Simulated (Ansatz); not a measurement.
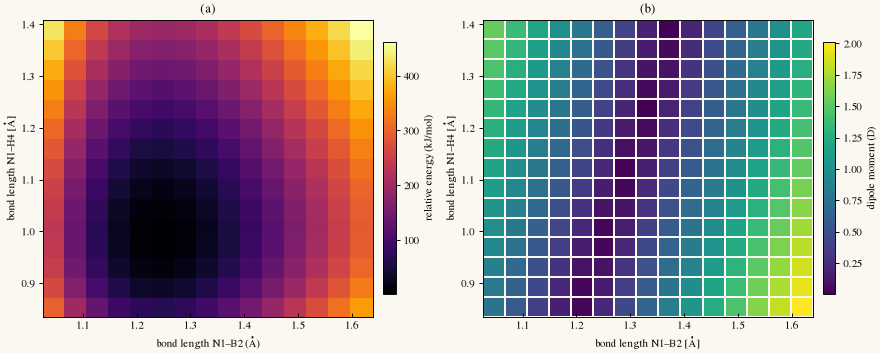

BH₂MgN, SMILES N=[B][MgH]. Coordinates scanned: (1) bond length N1–B2; (2) bond length N1–H4. Nothing is relaxed (all other coordinates rigid). Grid: 15 × 15 points. Points are written as (first, second). Energies are in kJ/mol, from the relaxed molecule at the same level. Level of theory: Ansatz, RKS PBE0-D4/def2-TZVP.

Panel (a) is the energy and panel (b) the computed dipole moment on the same grid.

In the figure: one coloured cell a grid point.

How does the dipole moment vary over the map, and what is it at the lowest grid point?

Answer. Leaving out the highest fifth of the energies, it runs from 0.00 D at (1.332 Å, 1.237 Å) to 1.68 D at (1.578 Å, 0.930 Å). At the lowest grid point, (1.250 Å, 1.007 Å), it is 0.03 D.
